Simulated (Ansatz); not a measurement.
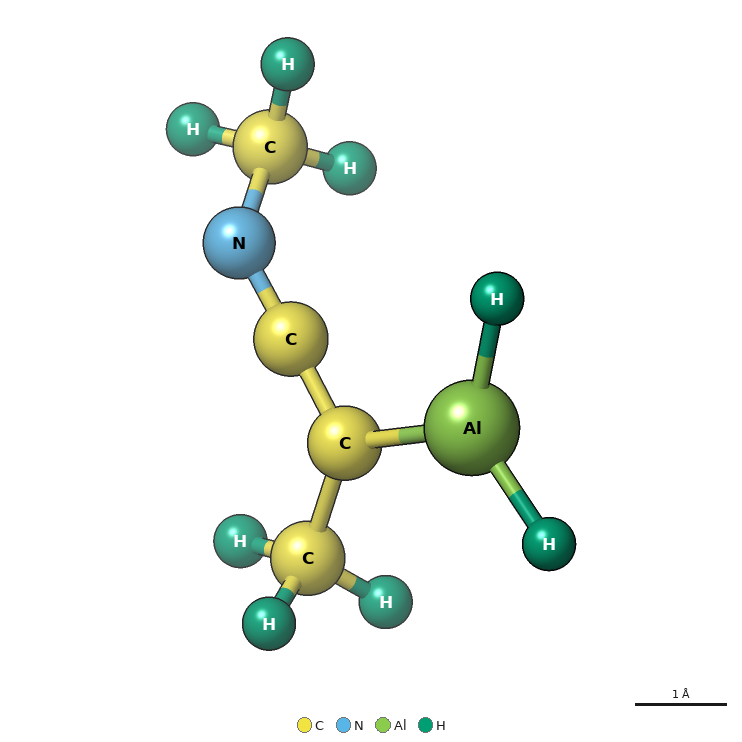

Depth is shown by fading: the farther an atom, the more it takes the colour of the background. Computed geometry: PBE0-D4/def2-TZVP optimisation. No frequency run is at hand to confirm it as a minimum. Masses are those of the most abundant isotopes; constants are for the rigid equilibrium geometry.

**What kind of rotor is it, and what are its rotational constants in cm⁻¹?**

An asymmetric top (C1): A = 0.142, B = 0.0557, C = 0.0422 cm⁻¹. Ray's parameter κ is −0.73, nearer the prolate limit.
